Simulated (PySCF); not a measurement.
# GaGeH4Cl (SMILES [Cl][GaH][GeH3]) at 6 levels

Aim: a comparison of 6 runs (HF/3-21G, BHLYP/def2-SVP, BLYP/def2-SVP, revPBE/def2-SVP, wB97X/def2-SVP, CCSD(T)/def2-SVP) of GaGeH4Cl. 

The calculation is run with PySCF 2.14.0.

3 further runs of the same task are left out: 3 set aside as unsound or not needed.

## Step 1: The structure to begin with

GaGeH4Cl has 7 atoms, charge 0, and is taken as a singlet. SMILES: `[Cl][GaH][GeH3]`. The shape is that of a PBE0-D4/def2-TZVP optimisation.

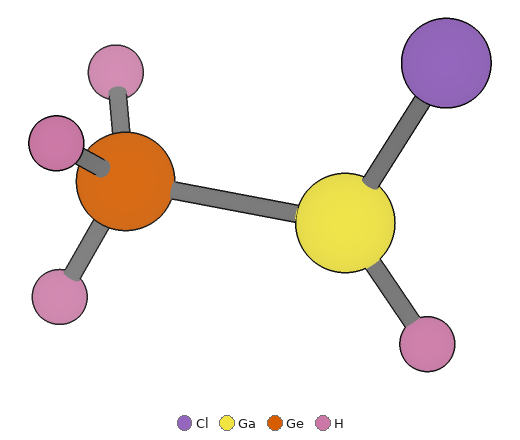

Viewed from a chosen angle; chlorine purple, gallium yellow, germanium orange, hydrogen pink.

## Step 2: A single-point energy at HF/3-21G (run 1)

mol.xyz reads:

```xyz
7

Cl    -2.162200    -1.405900     1.317700
Ga    -0.748000    -1.089000    -0.282200
Ge     0.706800     0.837800     0.037200
H     -0.853600    -2.142500    -1.433500
H     -0.140700     2.118900     0.102100
H      1.471200     0.697200     1.363300
H      1.726500     0.983600    -1.104600
```

run.py reads:

```python
from pyscf import gto, scf

molecule = gto.M(
    atom='mol.xyz',
    basis='3-21g',
    verbose=3,
    max_memory=1860,
)

mf = scf.RHF(molecule)
mf.conv_tol = 1e-10
mf.kernel()
if not mf.converged:
    mf = mf.newton().run(mf.mo_coeff, mf.mo_occ)

e_final = mf.e_tot
print(f'total energy: {e_final:.8f} hartree')
```

The run is started by

```console
$ OMP_NUM_THREADS=1 python run.py
```

Output:

```text
converged SCF energy = -4438.82999146719
total energy: -4438.82999147 hartree
```

Wall time 2.7 s (1 thread of Intel Xeon at 2.50GHz (Skylake/Cascade Lake), shared host); peak memory 0.12 GiB.

## Step 3: A single-point energy at BHLYP/def2-SVP (run 2)

calc.py reads:

```python
from pyscf import gto, dft

system = gto.M(
    atom='''
Cl  -2.162200  -1.405900   1.317700
Ga  -0.748000  -1.089000  -0.282200
Ge   0.706800   0.837800   0.037200
H   -0.853600  -2.142500  -1.433500
H   -0.140700   2.118900   0.102100
H    1.471200   0.697200   1.363300
H    1.726500   0.983600  -1.104600
''',
    spin=0,
    max_memory=1860,
    verbose=3,
    basis='def2-svp',
)

myscf = dft.RKS(system, xc='bhandhlyp')
myscf.grids.level = 5
myscf.conv_tol = 1e-10
myscf.kernel()
if not myscf.converged:
    myscf = myscf.newton().run(myscf.mo_coeff, myscf.mo_occ)

etot = myscf.e_tot
print(f'total energy: {etot:.8f} hartree')
```

The run is started by

```console
$ OMP_NUM_THREADS=1 python calc.py
```

Output:

```text
converged SCF energy = -4463.80986620527
total energy: -4463.80986621 hartree
```

It took 38 s on 1 thread of Intel Xeon at 2.50GHz (Skylake/Cascade Lake), shared host; peak memory 0.56 GiB.

## Step 4: The energy at BLYP/def2-SVP (run 3)

geometry.xyz reads:

```xyz
7
ClGaGeH4
Cl    -2.162200    -1.405900     1.317700
Ga    -0.748000    -1.089000    -0.282200
Ge     0.706800     0.837800     0.037200
H     -0.853600    -2.142500    -1.433500
H     -0.140700     2.118900     0.102100
H      1.471200     0.697200     1.363300
H      1.726500     0.983600    -1.104600
```

input.py reads:

```python
from pyscf import gto, dft

mol = gto.M(
    atom='geometry.xyz',
    max_memory=1860,
    charge=0,
    verbose=4,
    basis='def2-svp',
)

mf = dft.RKS(mol)
mf.xc = 'blyp'
mf.conv_tol = 1e-10
mf.grids.level = 5
mf.kernel()
if not mf.converged:
    mf = mf.newton().run(mf.mo_coeff, mf.mo_occ)

etot = mf.e_tot
print('E = %.10f Eh' % etot)
```

The run is started by

```console
$ OMP_NUM_THREADS=1 python input.py
```

Output:

```text
PySCF version 2.14.0

[... 79 lines left out ...]
converged SCF energy = -4463.95923781235
E = -4463.9592378124 Eh
```

Wall time 41 s (1 thread of Intel Xeon at 2.50GHz (Skylake/Cascade Lake), shared host); peak memory 0.56 GiB.

Runs 4 to 5 aren't shown in full; the table further down has their settings and results.

## Step 5: The energy at CCSD(T)/def2-SVP (run 6)

run.py reads:

```python
from pyscf import gto, cc

mol = gto.Mole()
mol.atom = '''
Cl    -4.085966    -2.656766     2.490092
Ga    -1.413515    -2.057912    -0.533281
Ge     1.335658     1.583213     0.070298
H     -1.613070    -4.048738    -2.708922
H     -0.265884     4.004141     0.192941
H      2.780165     1.317517     2.576264
H      3.262612     1.858735    -2.087391
'''
mol.max_memory = 1860
mol.verbose = 3
mol.unit = 'bohr'
mol.basis = 'def2-svp'
mol.charge = 0
mol.build()

mf = mol.RHF()
mf.conv_tol = 1e-10
mf.kernel()
if not mf.converged:
    mf = mf.newton().run(mf.mo_coeff, mf.mo_occ)

mycc = cc.CCSD(mf, frozen=23)
mycc.kernel()
e_t = mycc.ccsd_t()
energy = mycc.e_tot + e_t
print('E = %.10f Eh' % energy)
```

The run is started by

```console
$ OMP_NUM_THREADS=1 python run.py
```

Output:

```text
converged SCF energy = -4459.84405242232
E(CCSD) = -4460.443518607065  E_corr = -0.599466184747239
CCSD(T) correction = -0.0170465814959105
E = -4460.4605651886 Eh
```

It took 94 s on 1 thread of Intel Xeon at 2.50GHz (Skylake/Cascade Lake), shared host; peak memory 0.56 GiB.

## Step 6: All runs side by side

```
run             level  integration grid  frozen core orbitals   energy (Eh)  dipole moment (D) of the reference  HOMO energy (eV)  LUMO energy (eV)  wall time
  1          HF/3-21G                 –                     –  -4438.829991                                3.20            -10.39              0.52      2.7 s
  2    BHLYP/def2-SVP                 5                     –  -4463.809866                                1.93             -8.73             -1.21       38 s
  3     BLYP/def2-SVP                 5                     –  -4463.959238                                1.57             -6.37             -2.58       41 s
  4   revPBE/def2-SVP                 5                     –  -4463.469605                                1.68             -6.54             -2.61       40 s
  5    wB97X/def2-SVP                 5                     –  -4463.948433                                1.95             -9.95             -0.10       72 s
  6  CCSD(T)/def2-SVP                 –                    23  -4460.460565                                2.09            -10.34              0.81       94 s
```

## Step 7: Results

| quantity | value |
| --- | --- |
| run 6: total energy | -4460.46057 Eh |
| run 6: dipole moment (Hartree–Fock density) | 2.09 D |
| run 6: HOMO energy (Hartree–Fock orbitals) | -10.34 eV |
| run 6: LUMO energy (Hartree–Fock orbitals) | 0.81 eV |
| run 6: HOMO–LUMO gap (Hartree–Fock orbitals) | 11.15 eV |
| run 6: correlation energy (23 core orbitals frozen) | -616.5 mEh |
| run 6: (T) correction | -17.05 mEh |
| run 6: T1 diagnostic | 0.011 |

What this shows: Over runs 1, 2, 3, 4, 5 the dipole moment (its size) runs from 1.57 D (BLYP/def2-SVP) to 3.20 D (HF/3-21G). The two ends differ in method and basis. Over runs 1, 2, 3, 4, 5 the HOMO–LUMO gap runs from 3.79 eV (BLYP/def2-SVP) to 10.92 eV (HF/3-21G). Totals of different functionals can't be ranked against each other. All runs together took 4.8 min, the longest 94 s.
